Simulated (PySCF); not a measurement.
# Run report: C3H6ClGa, energy and gradient calculation

The run: energy and gradient calculation of C3H6ClGa, SMILES C=C[CH2][GaH][Cl]. Method and program: B3LYP/6-31G*, RKS (PySCF 2.14.0).

The geometry comes from this level: PBE0-D4/def2-TZVP. Figures and captions count atoms from 1; the log counts them from 0 in places.

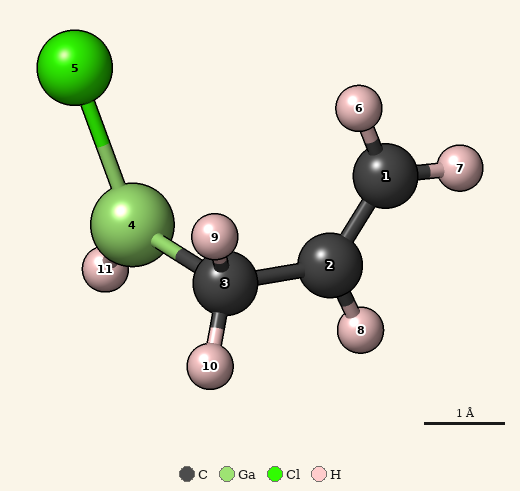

Figure 1. The input geometry (ball-and-stick view, seen at a tilt; atoms are numbered from 1 in the order of the input). Sticks mark near contacts. Bond lengths as drawn: Cl–Ga 2.16 Å, C–C 1.33 to 1.49 Å, C–Ga 1.97 Å, C–H 1.08 to 1.09 Å and Ga–H 1.56 Å.

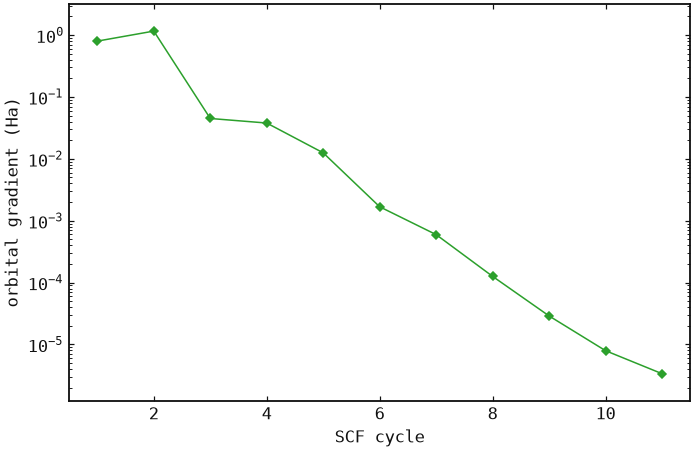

Figure 2. Convergence of the self-consistent field: orbital gradient against the SCF cycle. The residual falls almost steadily, with no more than small rises.

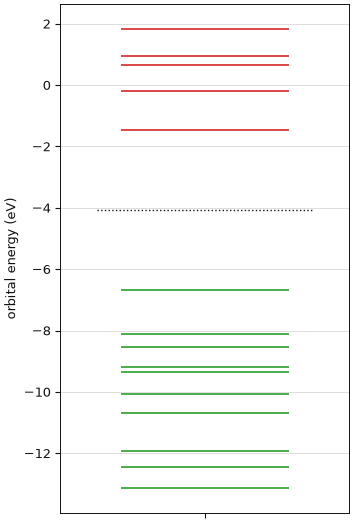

Figure 3. Orbital energies near the frontier; the dotted line parts filled from empty levels, and levels within 0.02 eV of each other stand side by side. Highest filled −6.67 eV, lowest empty −1.47 eV, 5.20 eV apart.

The input that produced these results follows, with the program's output.

## Input (calc.py)
```python
from pyscf import gto, dft

mol = gto.M(
    atom=[
    ('C', (-1.368600, 0.674100, -0.778700)),
    ('C', (-0.582800, -0.401200, -0.725400)),
    ('C', (0.890100, -0.387400, -0.507100)),
    ('Ga', (0.934400, -0.311000, 1.462300)),
    ('Cl', (1.332100, 1.654600, 2.261900)),
    ('H', (-0.963200, 1.679400, -0.715000)),
    ('H', (-2.440500, 0.579400, -0.900200)),
    ('H', (-1.049100, -1.383100, -0.784700)),
    ('H', (1.364800, 0.513400, -0.896200)),
    ('H', (1.381100, -1.273200, -0.908200)),
    ('H', (0.567300, -1.402000, 2.512000)),
],
    basis='6-31g*',
    verbose=4,
    max_memory=1860,
    cart=True,
)

calc0 = dft.RKS(mol, xc='b3lyp')
calc0.conv_tol = 1e-10
calc0.grids.level = 5
calc0.kernel()
if not calc0.converged:
    calc0 = calc0.newton().run(calc0.mo_coeff, calc0.mo_occ)

etot = calc0.e_tot
print('E = %.10f Eh' % etot)
grad = calc0.nuc_grad_method().kernel()
dip = calc0.dip_moment()
pop, q = calc0.mulliken_pop()
```

Command:
```bash
OMP_NUM_THREADS=1 python calc.py
```

## Output
```
PySCF version 2.14.0

[INPUT] num. atoms = 11
[INPUT] num. electrons = 72
[INPUT] charge = 0
[INPUT] spin (= nelec alpha-beta = 2S) = 0
[INPUT] symmetry False subgroup None
[INPUT] Mole.unit = angstrom
[INPUT] Cartesian GTO integrals (6d 10f)
[INPUT] Symbol           X                Y                Z      unit          X                Y                Z       unit  Magmom
[INPUT]  1 C     -1.368600000000   0.674100000000  -0.778700000000 AA   -2.586279174080   1.273864380569  -1.471529733199 Bohr   0.0
[INPUT]  2 C     -0.582800000000  -0.401200000000  -0.725400000000 AA   -1.101332385397  -0.758158121176  -1.370807330759 Bohr   0.0
[INPUT]  3 C      0.890100000000  -0.387400000000  -0.507100000000 AA    1.682045223475  -0.732079900657  -0.958280117767 Bohr   0.0
[INPUT]  4 Ga     0.934400000000  -0.311000000000   1.462300000000 AA    1.765760090794  -0.587704824740   2.763346511951 Bohr   0.0
[INPUT]  5 Cl     1.332100000000   1.654600000000   2.261900000000 AA    2.517304170533   3.126740845705   4.274371521154 Bohr   0.0
[INPUT]  6 H     -0.963200000000   1.679400000000  -0.715000000000 AA   -1.820184203181   3.173606053595  -1.351154179064 Bohr   0.0
[INPUT]  7 H     -2.440500000000   0.579400000000  -0.900200000000 AA   -4.611876607001   1.094907316573  -1.701131457333 Bohr   0.0
[INPUT]  8 H     -1.049100000000  -1.383100000000  -0.784700000000 AA   -1.982511677281  -2.613680202886  -1.482868089946 Bohr   0.0
[INPUT]  9 H      1.364800000000   0.513400000000  -0.896200000000 AA    2.579098214806   0.970185392352  -1.693572552835 Bohr   0.0
[INPUT] 10 H      1.381100000000  -1.273200000000  -0.908200000000 AA    2.609900750637  -2.405999301796  -1.716249266330 Bohr   0.0
[INPUT] 11 H      0.567300000000  -1.402000000000   2.512000000000 AA    1.072041630466  -2.649396026640   4.746992024907 Bohr   0.0

nuclear repulsion = 405.188649090185
number of shells = 50
number of NR pGTOs = 260
number of NR cGTOs = 111
basis = 6-31g*
ecp = {}

******** <class 'pyscf.dft.rks.RKS'> ********
method = RKS
initial guess = minao
damping factor = 0
level_shift factor = 0
DIIS = <class 'pyscf.scf.diis.CDIIS'>
diis_start_cycle = 1
diis_space = 8
diis_damp = 0
SCF conv_tol = 1e-10
SCF conv_tol_grad = None
SCF max_cycles = 50
direct_scf = True
direct_scf_tol = 1e-13
XC library pyscf.dft.libxc version 7.0.0
    S. Lehtola, C. Steigemann, M. J.T. Oliveira, and M. A.L. Marques.,  SoftwareX 7, 1–5 (2018)
XC functionals = b3lyp
    P. J. Stephens, F. J. Devlin, C. F. Chabalowski, and M. J. Frisch.,  J. Phys. Chem. 98, 11623 (1994)
radial grids:
    Treutler-Ahlrichs [JCP 102, 346 (1995); DOI:10.1063/1.469408] (M4) radial grids

becke partition: Becke, JCP 88, 2547 (1988); DOI:10.1063/1.454033
pruning grids: <function nwchem_prune>
grids dens level: 5
symmetrized grids: False
atomic radii adjust function: <function treutler_atomic_radii_adjust>
small_rho_cutoff = 0
Set gradient conv threshold to 1e-05
Initial guess from minao.
tot grids = 358504
init E= -2502.51633744246
  HOMO = -0.27861301414194  LUMO = -0.0865599964259415  gap/eV = 5.22603
cycle= 1 E= -2502.67599796707  delta_E= -0.16  |g|= 0.799  |ddm|=  3.6
  HOMO = -0.192645942333615  LUMO = -0.0705448658400618  gap/eV = 3.32254
cycle= 2 E= -2502.55804165137  delta_E= 0.118  |g|= 1.16  |ddm|= 1.65
  HOMO = -0.242661625833327  LUMO = -0.0487697849028543  gap/eV = 5.27607
cycle= 3 E= -2502.78234113216  delta_E= -0.224  |g|= 0.0449  |ddm|= 1.04
  HOMO = -0.2464258329874  LUMO = -0.0562476492488269  gap/eV = 5.17501
cycle= 4 E= -2502.78260424158  delta_E= -0.000263  |g|= 0.0379  |ddm|= 0.107
  HOMO = -0.245287678044477  LUMO = -0.0547836781479836  gap/eV = 5.18388
cycle= 5 E= -2502.7829602089  delta_E= -0.000356  |g|= 0.0125  |ddm|= 0.0449
  HOMO = -0.245134101605624  LUMO = -0.0539632085504952  gap/eV = 5.20202
cycle= 6 E= -2502.78300202442  delta_E= -4.18e-05  |g|= 0.00168  |ddm|= 0.0133
  HOMO = -0.245268878597001  LUMO = -0.0539404042086714  gap/eV = 5.20631
cycle= 7 E= -2502.78300272  delta_E= -6.96e-07  |g|= 0.000596  |ddm|= 0.00214
  HOMO = -0.24524476819867  LUMO = -0.0539390124404555  gap/eV = 5.20569
cycle= 8 E= -2502.78300280833  delta_E= -8.83e-08  |g|= 0.000126  |ddm|= 0.000656
  HOMO = -0.245248163623799  LUMO = -0.0539368704856961  gap/eV = 5.20585
cycle= 9 E= -2502.7830028125  delta_E= -4.17e-09  |g|= 2.89e-05  |ddm|= 0.000173
  HOMO = -0.245247363794535  LUMO = -0.0539375536234451  gap/eV = 5.20581
cycle= 10 E= -2502.78300281274  delta_E= -2.42e-10  |g|= 7.93e-06  |ddm|= 4.79e-05
  HOMO = -0.245247462258829  LUMO = -0.0539380194811243  gap/eV = 5.20580
cycle= 11 E= -2502.78300281275  delta_E= -1e-11  |g|= 3.37e-06  |ddm|= 1.62e-05
  HOMO = -0.245247413684477  LUMO = -0.0539376252300527  gap/eV = 5.20580
Extra cycle  E= -2502.78300281275  delta_E= -4.55e-12  |g|= 4.65e-06  |ddm|= 1.02e-05
converged SCF energy = -2502.78300281275
E = -2502.7830028128 Eh

******** <class 'pyscf.grad.rks.Gradients'> for <class 'pyscf.dft.rks.RKS'> ********
unit = Eh/Bohr
grid_response = False
--------------- RKS gradients ---------------
         x                y                z
0 C     0.0050761838    -0.0064292898     0.0003043206
1 C     0.0006667949     0.0067606400     0.0015325110
2 C    -0.0039700322     0.0000678821     0.0011068135
3 Ga    -0.0010876956     0.0068385870     0.0004177730
4 Cl    -0.0015927545    -0.0080029472    -0.0041091443
5 H     0.0001199235    -0.0018159738     0.0003621717
6 H     0.0020930330    -0.0007038647     0.0002619275
7 H     0.0003988602     0.0018330534     0.0001821685
8 H    -0.0011148569    -0.0013120399     0.0010441320
9 H    -0.0014893992     0.0016612737     0.0006112597
10 H     0.0008996134     0.0011055807    -0.0017132552
----------------------------------------------
Dipole moment(X, Y, Z, Debye): -0.39002, -2.09003, -1.82536
 ** Mulliken pop  **
pop of  0  C 1s           1.99173
pop of  0  C 2s           0.70163
pop of  0  C 3s           0.58309
pop of  0  C 2px          0.74543
pop of  0  C 2py          0.75251
pop of  0  C 2pz          0.56734
pop of  0  C 3px          0.27896
pop of  0  C 3py          0.24479
pop of  0  C 3pz          0.44852
pop of  0  C 3dxx         0.01292
pop of  0  C 3dxy         0.00838
pop of  0  C 3dxz         0.00191
pop of  0  C 3dyy         0.00995
pop of  0  C 3dyz         0.00310
pop of  0  C 3dzz        -0.02526
pop of  1  C 1s           1.99203
pop of  1  C 2s           0.71038
pop of  1  C 3s           0.51635
pop of  1  C 2px          0.73121
pop of  1  C 2py          0.76651
pop of  1  C 2pz          0.55020
pop of  1  C 3px          0.17658
pop of  1  C 3py          0.21992
pop of  1  C 3pz          0.39977
pop of  1  C 3dxx         0.00061
pop of  1  C 3dxy         0.01269
pop of  1  C 3dxz         0.00727
pop of  1  C 3dyy         0.00906
pop of  1  C 3dyz         0.00338
pop of  1  C 3dzz        -0.02338
pop of  2  C 1s           1.99206
pop of  2  C 2s           0.67720
pop of  2  C 3s           0.61917
pop of  2  C 2px          0.69286
pop of  2  C 2py          0.72526
pop of  2  C 2pz          0.69206
pop of  2  C 3px          0.26787
pop of  2  C 3py          0.34788
pop of  2  C 3pz          0.39384
pop of  2  C 3dxx         0.00150
pop of  2  C 3dxy         0.00861
pop of  2  C 3dxz         0.00497
pop of  2  C 3dyy         0.00997
pop of  2  C 3dyz         0.00419
pop of  2  C 3dzz        -0.00656
pop of  3 Ga 1s           1.99974
pop of  3 Ga 2s           1.99190
pop of  3 Ga 3s           1.94761
pop of  3 Ga 4s           1.32556
pop of  3 Ga 5s           0.03840
pop of  3 Ga 2px          1.99976
pop of  3 Ga 2py          1.99972
pop of  3 Ga 2pz          1.99968
pop of  3 Ga 3px          1.99650
pop of  3 Ga 3py          1.99746
pop of  3 Ga 3pz          1.99824
pop of  3 Ga 4px          0.18456
pop of  3 Ga 4py          0.55368
pop of  3 Ga 4pz          0.68017
pop of  3 Ga 5px          0.04409
pop of  3 Ga 5py          0.00836
pop of  3 Ga 5pz          0.02323
pop of  3 Ga 3dxx         0.91901
pop of  3 Ga 3dxy         1.35929
pop of  3 Ga 3dxz         1.36047
pop of  3 Ga 3dyy         0.92711
pop of  3 Ga 3dyz         1.36346
pop of  3 Ga 3dzz         0.92753
pop of  3 Ga 4dxx         0.41089
pop of  3 Ga 4dxy         0.58798
pop of  3 Ga 4dxz         0.58713
pop of  3 Ga 4dyy         0.39222
pop of  3 Ga 4dyz         0.58434
pop of  3 Ga 4dzz         0.38677
pop of  3 Ga 5dxx        -0.02903
pop of  3 Ga 5dxy         0.07382
pop of  3 Ga 5dxz         0.07221
pop of  3 Ga 5dyy         0.01092
pop of  3 Ga 5dyz         0.11622
pop of  3 Ga 5dzz        -0.00524
pop of  4 Cl 1s           1.99865
pop of  4 Cl 2s           1.98824
pop of  4 Cl 3s           1.45841
pop of  4 Cl 4s           0.52928
pop of  4 Cl 2px          1.99156
pop of  4 Cl 2py          1.99027
pop of  4 Cl 2pz          1.99167
pop of  4 Cl 3px          1.23016
pop of  4 Cl 3py          1.13268
pop of  4 Cl 3pz          1.25858
pop of  4 Cl 4px          0.64196
pop of  4 Cl 4py          0.41814
pop of  4 Cl 4pz          0.61064
pop of  4 Cl 3dxx        -0.01896
pop of  4 Cl 3dxy         0.00175
pop of  4 Cl 3dxz         0.00036
pop of  4 Cl 3dyy        -0.00293
pop of  4 Cl 3dyz         0.00342
pop of  4 Cl 3dzz        -0.01923
pop of  5  H 1s           0.52749
pop of  5  H 2s           0.31285
pop of  6  H 1s           0.52910
pop of  6  H 2s           0.32081
pop of  7  H 1s           0.53242
pop of  7  H 2s           0.31858
pop of  8  H 1s           0.52189
pop of  8  H 2s           0.28750
pop of  9  H 1s           0.52436
pop of  9  H 2s           0.30318
pop of  10  H 1s          0.48151
pop of  10  H 2s          0.47346
 ** Mulliken atomic charges  **
charge of    0C =     -0.32500
charge of    1C =     -0.07257
charge of    2C =     -0.43089
charge of    3Ga =      0.16625
charge of    4Cl =     -0.20463
charge of    5H =      0.15966
charge of    6H =      0.15009
charge of    7H =      0.14900
charge of    8H =      0.19061
charge of    9H =      0.17245
charge of   10H =      0.04503
```

## Key numbers

- outcome: converged
- total energy: −2502.783003 hartree
- basis functions: 111
- largest force: 0.470 eV/Å
- HOMO: −6.67 eV
- LUMO: −1.47 eV
- dipole moment: 2.80 D
- hardware: 1 thread of Intel Xeon @ 2.50GHz (Skylake/Cascade Lake), 189 GiB of memory available, shared host
- wall time: 2.1 min
- peak memory: 1.1 GiB
